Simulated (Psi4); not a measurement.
**wB97X/6-31G(d) (spherical functions) run of CH4AlClO (SMILES C[O][AlH][Cl])**

Aim: the vertical ionisation energy of CH4AlClO at wB97X/6-31G* (spherical functions), from 2 runs. 

Program for the calculation: Psi4 1.11.

## (1) The molecule

CH4AlClO has 8 atoms, charge 0, and is taken as a singlet. SMILES: `C[O][AlH][Cl]`. The coordinates come from a PBE0-D4/def2-TZVP relaxation. This is one conformer, not always the lowest.

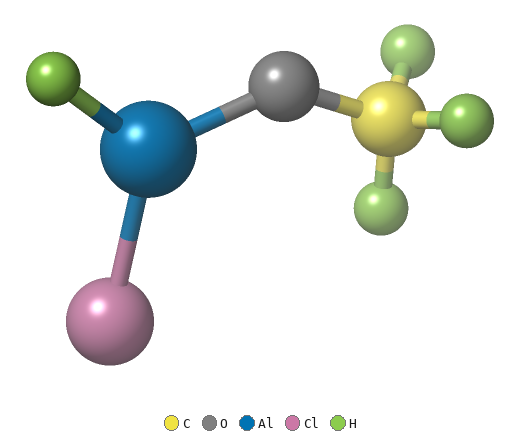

The structure, seen from a chosen angle (carbon yellow, oxygen grey, aluminium blue, chlorine pink, hydrogen green).

## (2) Energy and gradient at wB97X/6-31G(d) (spherical functions)

File ch4alclo.in:

```
memory 2.2 GB

molecule mol {
  0 1
  C      0.132200     1.250600     0.263000
  O      0.645300     0.052000    -0.246000
  Al     0.103400    -1.519700    -0.426600
  Cl    -1.829000    -2.007800     0.224400
  H      0.118400     2.012400    -0.522500
  H     -0.886500     1.136200     0.650000
  H      0.770200     1.612600     1.075000
  H      1.038000    -2.593300    -1.072900
  symmetry c1
  no_reorient
  no_com
}

set {
  reference rks
  puream true
  e_convergence 1e-09
  d_convergence 1e-08
  scf_type pk
  dft_radial_points 99
  dft_spherical_points 590
}

E, wfn = gradient('wb97x/6-31G*', return_wfn=True)
oeprop(wfn, 'WIBERG_LOWDIN_INDICES', 'LOWDIN_CHARGES', 'QUADRUPOLE')
print_variables()
```

Launch:

```
psi4 ch4alclo.in ch4alclo.out -n 1
```

ch4alclo.out:

```text
[...]
  Running in c1 symmetry.
[...]
  Nuclear repulsion =  196.040773346777712
[...]
  Multiplicity = 1
[...]
  Nalpha       = 24
  Nbeta        = 24
[...]
    Number of basis functions: 72
[...]
   @RKS iter   1:  -818.24227860348458   -7.17944e-01   8.16365e-03 ADIIS/DIIS
[...]
   @RKS iter  11:  -818.39201642000592   -1.95541e-11   6.74423e-09 DIIS
[...]
    Orbital Energies [Eh]
    ---------------------
    Doubly Occupied:
       1A   -101.476641     2A    -56.084933     3A    -19.206172
       4A    -10.310594     5A     -9.530224     6A     -7.288341
       7A     -7.284457     8A     -7.283765     9A     -4.275934
      10A     -2.829099    11A     -2.824906    12A     -2.821377
      13A     -1.126545    14A     -0.935150    15A     -0.805932
      16A     -0.601652    17A     -0.561577    18A     -0.559141
      19A     -0.513692    20A     -0.453015    21A     -0.437719
      22A     -0.422720    23A     -0.402759    24A     -0.397265
[...]
  @RKS Final Energy:  -818.39201642000592
   => Energetics <=
    Nuclear Repulsion Energy =            196.0407733467777120
    One-Electron Energy =               -1520.5361451690014292
    Two-Electron Energy =                 552.5951971433165681
    DFT Exchange-Correlation Energy =     -46.4918417410988667
    Empirical Dispersion Energy =           0.0000000000000000
    VV10 Nonlocal Energy =                  0.0000000000000000
    Total Energy =                       -818.3920164200059162
[...]
  -Total Gradient:
     Atom            X                  Y                   Z
    ------   -----------------  -----------------  -----------------
       1        0.000929681025    -0.002439122560    -0.000980877707
       2       -0.004460391914    -0.004880215055     0.000560818019
       3        0.000793653276     0.006290785633     0.001276099714
       4        0.002270251412     0.000516320968    -0.000783980907
       5       -0.000031822875    -0.000828531303     0.001088297350
       6        0.001750357729     0.000403820590    -0.000601920941
       7       -0.000892385714    -0.000315906653    -0.001014963370
       8       -0.000346502469     0.001007772459     0.000394325130
[...]
 Multipole Moments:
 ------------------------------------------------------------------------------------
     Multipole            Electronic (a.u.)      Nuclear  (a.u.)        Total (a.u.)
 ------------------------------------------------------------------------------------
 L = 1.  Multiply by 2.5417464519 to convert [e a0] to [Debye]
 Dipole X            :         43.2871702          -42.9971275            0.2900427
 Dipole Y            :         83.2211600          -82.7722720            0.4488881
 Dipole Z            :          3.7605249           -3.7632006           -0.0026757
 Magnitude           :                                                    0.5344459
 L = 2.  Multiply by 1.3450342976 to convert [e a0^2] to [Debye ang]
 Quadrupole XX       :       -256.3310774          224.6728220          -31.6582555
 Quadrupole XY       :       -214.8318118          212.2189958           -2.6128161
[...]
```

Run time: 17 s. Hardware: 1 thread of Intel Xeon 6975P-C (Granite Rapids), shared host; peak memory 1 GiB.

## (3) The doublet cation at the same level

File ch4alclo.dat:

```
memory 2200 MB

molecule system {
  1 2
  C
  O 1 1.399641
  Al 2 1.672278 1 136.49692
  Cl 3 2.096715 2 118.94137 1 -0.00159
  H 1 1.094322 2 109.86062 3 -120.25771
  H 1 1.095722 5 108.32923 2 -123.03375
  H 1 1.094272 5 108.04102 6 -117.15187
  H 3 1.563265 2 119.76069 1 179.99979
  units angstrom
  symmetry c1
}

set {
  basis 6-31G*
  reference uks
  puream true
  e_convergence 1e-09
  d_convergence 1e-08
  scf_type pk
  dft_radial_points 99
  dft_spherical_points 590
  maxiter 100
}

E, wfn = gradient('wb97x', return_wfn=True)
print_variables()
```

Launch:

```
psi4 ch4alclo.dat ch4alclo.out -n 1
```

ch4alclo.out (excerpt; [...] marks lines left out):

```text
[...]
  Running in c1 symmetry.
[...]
  Nuclear repulsion =  196.040747010060699
[...]
  Multiplicity = 2
[...]
  Nalpha       = 24
  Nbeta        = 23
[...]
    Number of basis functions: 72
[...]
   @UKS iter   1:  -817.79192466405345   -2.67591e-01   8.00309e-03 DIIS/ADIIS
[...]
   @UKS iter  39:  -817.98515530980603   -7.16227e-12   6.80162e-09 DIIS
[...]
   @S^2 Observed:                7.561644818E-01
[...]
  @UKS Final Energy:  -817.98515530980603
   => Energetics <=
    Nuclear Repulsion Energy =            196.0407470100606986
    One-Electron Energy =               -1508.8967518958377241
    Two-Electron Energy =                 541.1727633918313813
    DFT Exchange-Correlation Energy =     -46.3019138158603312
    Empirical Dispersion Energy =           0.0000000000000000
    VV10 Nonlocal Energy =                  0.0000000000000000
    Total Energy =                       -817.9851553098060322
[...]
 Multipole Moments:
 ------------------------------------------------------------------------------------
     Multipole            Electronic (a.u.)      Nuclear  (a.u.)        Total (a.u.)
 ------------------------------------------------------------------------------------
 L = 1.  Multiply by 2.5417464519 to convert [e a0] to [Debye]
 Dipole X            :         -0.0011811            0.0001555           -0.0010255
 Dipole Y            :         -4.2274625            6.2636155            2.0361530
 Dipole Z            :          3.5705107           -4.9931506           -1.4226399
 Magnitude           :                                                    2.4839132
[...]
  -Total Gradient:
     Atom            X                  Y                   Z
    ------   -----------------  -----------------  -----------------
       1       -0.000588327694    -0.053003938736    -0.008826590477
       2        0.000166404374    -0.010679316612     0.083968310694
       3       -0.000042999715     0.056635695729    -0.081252866249
       4        0.000010479208    -0.017219613845     0.007323862930
       5       -0.007826273955     0.006694756319    -0.001507494803
       6        0.000211161856     0.015133498830    -0.003371536073
       7        0.008065613709     0.006601448015    -0.001451777639
       8       -0.000001325006    -0.004204672404     0.005366592932
[...]
```

Wall time 58 s (1 thread of Intel Xeon 6975P-C (Granite Rapids), shared host); peak memory 1 GiB.

## (4) Summary of results

At wB97X/6-31G* (spherical functions):

| quantity | value |
| --- | --- |
| singlet CH4AlClO: total energy | -818.39202 Eh |
| singlet CH4AlClO: dipole moment | 1.36 D |
| singlet CH4AlClO: HOMO energy | -10.81 eV |
| singlet CH4AlClO: LUMO energy | 1.31 eV |
| singlet CH4AlClO: HOMO–LUMO gap | 12.12 eV |
| singlet CH4AlClO: largest force on an atom | 0.341 eV/Å |
| doublet cation: total energy | -817.98516 Eh |
| doublet cation: HOMO energy (highest over α and β) | -16.50 eV |
| doublet cation: LUMO energy (lowest over α and β) | -11.19 eV |
| doublet cation: ⟨S²⟩ | 0.756 |
| doublet cation: largest force on an atom | 5.093 eV/Å |
| vertical ionisation energy (to the doublet cation) | 11.071 eV |

What this shows: The vertical ionisation energy comes to 11.07 eV (1068 kJ/mol). The largest force (singlet CH4AlClO) is 0.34 eV/Å: the shape isn't a stationary point for this species at this level. −ε(HOMO) before ionisation, 10.81 eV, is 0.26 eV below this ionisation energy.
